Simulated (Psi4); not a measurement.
**SnH4S (Sn(SH)H3) at r2SCAN/def2-TZVP (core potential, sweep point 3)**

Aim: the vertical singlet–triplet gap of SnH4S (Sn(SH)H3) at r2SCAN/def2-TZVP (core potential, sweep point 3), from 2 runs. The job is set up through a Python script.

Program for the calculation: Psi4 1.11.

### Step 1. Starting point

SnH4S: 6 atoms, total charge 0, spin state singlet. As SMILES, `[H][Sn]([H])([H])[SH]`. The shape comes from GFN2-xTB, which is rough for such elements, and wasn't checked as a minimum.

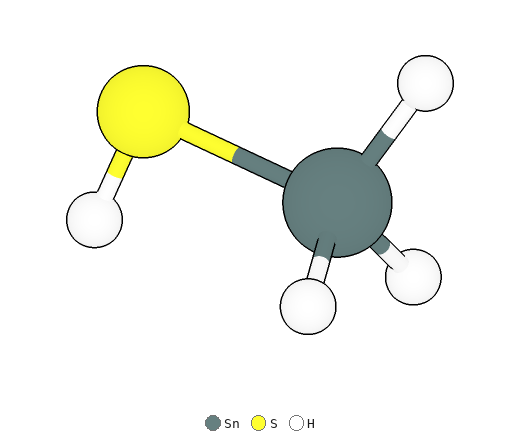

Viewed from a chosen angle; tin teal, sulfur yellow, hydrogen white.

### Step 2. A single-point energy at r2SCAN/def2-TZVP (core potential, sweep point 3)

run.py reads:

```python
import psi4

psi4.set_memory('1600 MB')
psi4.set_num_threads(1)
psi4.core.set_output_file('output.dat', False)

geom = psi4.geometry("""
0 1
Sn     0.200320    -0.012540    -0.547580
S      0.253630     0.008640     1.840730
H     -1.059420     0.065470     1.998090
H      1.781600    -0.013620    -1.062170
H     -0.593590     1.340570    -1.129870
H     -0.582540    -1.388520    -1.099190
symmetry c1
""")

psi4.set_options({
    'basis': 'def2-TZVP',
    'reference': 'rks',
    'puream': True,
    'scf_type': 'pk',
    'dft_radial_points': 99,
    'dft_spherical_points': 590,
})

result, w = psi4.energy("r2scan", return_wfn=True)
print('E =', round(result, 9))
```

The run is started by

```bash
python run.py
```

output.dat:

```text
[...]
    !!!  WARNING: ECP capability is in beta. Please check occupations closely.  !!!
[...]
  Running in c1 symmetry.
[...]
  Nuclear repulsion =  117.999332221613912
[...]
  Multiplicity = 1
[...]
  Nalpha       = 21
  Nbeta        = 21
[...]
    Number of basis functions: 111
[...]
 WARNING: Atomic UHF is not converging! Try casting from a smaller basis or call Rob at CCMST.
   -------------------------
[...]
   @RKS iter   1:  -614.68027932508494   -9.64593e-01   7.10960e-03 DIIS/ADIIS
[...]
   @RKS iter   9:  -614.95774996657485   -2.36727e-08   3.22215e-07 DIIS
[...]
    Orbital Energies [Eh]
    ---------------------
    Doubly Occupied:
       1A    -88.528526     2A     -7.843356     3A     -5.788065
       4A     -5.785500     5A     -5.780114     6A     -5.050481
       7A     -3.391238     8A     -3.388594     9A     -3.388103
      10A     -0.981697    11A     -0.980465    12A     -0.979776
      13A     -0.974892    14A     -0.974684    15A     -0.685833
      16A     -0.496278    17A     -0.382256    18A     -0.318615
      19A     -0.315031    20A     -0.292001    21A     -0.233151
[...]
  @RKS Final Energy:  -614.95774996657485
   => Energetics <=
    Nuclear Repulsion Energy =            117.9993322216139120
    One-Electron Energy =               -1164.1576672531343775
    Two-Electron Energy =                 476.5035005655147984
    DFT Exchange-Correlation Energy =     -45.3029155005691919
    Empirical Dispersion Energy =           0.0000000000000000
    VV10 Nonlocal Energy =                  0.0000000000000000
    Total Energy =                       -614.9577499665748519
[...]
 Multipole Moments:
 ------------------------------------------------------------------------------------
     Multipole            Electronic (a.u.)      Nuclear  (a.u.)        Total (a.u.)
 ------------------------------------------------------------------------------------
 L = 1.  Multiply by 2.5417464519 to convert [e a0] to [Debye]
 Dipole X            :          0.6839009           -0.9838594           -0.2999585
 Dipole Y            :         -0.3567554            0.3700794            0.0133241
 Dipole Z            :        -35.0412569           34.5741489           -0.4671080
 Magnitude           :                                                    0.5552860
[...]
```

The script printed:

```text
E = -614.957749967
```

Run time: 28 s. Hardware: 1 thread of Intel Xeon Platinum 8488C (Sapphire Rapids), shared host; peak memory 0.65 GiB.

### Step 3. The triplet at the same level

job.py reads:

```python
import psi4

psi4.set_memory('1600 MB')
psi4.set_num_threads(1)
psi4.core.set_output_file('h4ssn.out', False)

m = psi4.geometry("""
0 3
Sn     0.200320    -0.012540    -0.547580
S      0.253630     0.008640     1.840730
H     -1.059420     0.065470     1.998090
H      1.781600    -0.013620    -1.062170
H     -0.593590     1.340570    -1.129870
H     -0.582540    -1.388520    -1.099190
units angstrom
symmetry c1
""")

psi4.set_options({
    'basis': 'def2-TZVP',
    'reference': 'uks',
    'puream': True,
    'scf_type': 'pk',
    'dft_radial_points': 99,
    'dft_spherical_points': 590,
    'maxiter': 150,
})

e = psi4.energy("R2SCAN")
print(f'total energy {e:.8f} hartree = {e * 27.211386:.5f} eV')
```

The run is started by

```bash
python job.py
```

h4ssn.out:

```text
[...]
    !!!  WARNING: ECP capability is in beta. Please check occupations closely.  !!!
[...]
  Running in c1 symmetry.
[...]
  Nuclear repulsion =  117.999332221613912
[...]
  Multiplicity = 3
[...]
  Nalpha       = 22
  Nbeta        = 20
[...]
    Number of basis functions: 111
[...]
 WARNING: Atomic UHF is not converging! Try casting from a smaller basis or call Rob at CCMST.
   -------------------------
[...]
   @UKS iter   1:  -614.41694709404680   -7.01261e-01   7.62650e-03 ADIIS/DIIS
[...]
   @UKS iter  13:  -614.77573500438734   -3.46349e-08   2.28030e-07 DIIS
[...]
   @S^2 Observed:                2.009421506E+00
[...]
    Orbital Energies [Eh]
    ---------------------
    Alpha Occupied:
       1A    -88.606431     2A     -7.918971     3A     -5.869354
       4A     -5.861153     5A     -5.857073     6A     -5.023075
       7A     -3.364148     8A     -3.361646     9A     -3.359681
      10A     -0.956996    11A     -0.956262    12A     -0.953725
      13A     -0.949159    14A     -0.948370    15A     -0.763212
      16A     -0.499976    17A     -0.434672    18A     -0.355773
      19A     -0.335143    20A     -0.304243    21A     -0.304098
      22A     -0.075654
    Alpha Virtual:
      23A     -0.036554    24A      0.011364    25A      0.013740
[...]
  @UKS Final Energy:  -614.77573500438734
   => Energetics <=
    Nuclear Repulsion Energy =            117.9993322216139120
    One-Electron Energy =               -1163.4427617054811890
    Two-Electron Energy =                 475.9313753575217447
    DFT Exchange-Correlation Energy =     -45.2636808780419315
    Empirical Dispersion Energy =           0.0000000000000000
    VV10 Nonlocal Energy =                  0.0000000000000000
    Total Energy =                       -614.7757350043873430
[...]
 Multipole Moments:
 ------------------------------------------------------------------------------------
     Multipole            Electronic (a.u.)      Nuclear  (a.u.)        Total (a.u.)
 ------------------------------------------------------------------------------------
 L = 1.  Multiply by 2.5417464519 to convert [e a0] to [Debye]
 Dipole X            :          0.6637439           -0.9838594           -0.3201155
 Dipole Y            :         -0.3532871            0.3700794            0.0167923
 Dipole Z            :        -33.6002196           34.5741489            0.9739293
 Magnitude           :                                                    1.0253264
[...]
```

On the terminal:

```text
total energy -614.77573500 hartree = -16728.89983 eV
```

Wall time 54 s (1 thread of Intel Xeon Platinum 8488C (Sapphire Rapids), shared host); peak memory 0.65 GiB.

### Step 4. Summary of results

At r2SCAN/def2-TZVP (core potential, sweep point 3):

| quantity | value |
| --- | --- |
| singlet: total energy | -614.95775 Eh |
| singlet: dipole moment | 1.41 D |
| singlet: HOMO energy | -6.34 eV |
| singlet: LUMO energy | -1.03 eV |
| singlet: HOMO–LUMO gap | 5.32 eV |
| triplet: total energy | -614.77574 Eh |
| triplet: dipole moment | 2.61 D |
| triplet: HOMO energy (highest over α and β) | -2.06 eV |
| triplet: ⟨S²⟩ | 2.009 |
| vertical energy of the triplet above the singlet | 4.953 eV |

In words: At this shape the triplet lies 4.95 eV (114 kcal/mol) above the singlet.
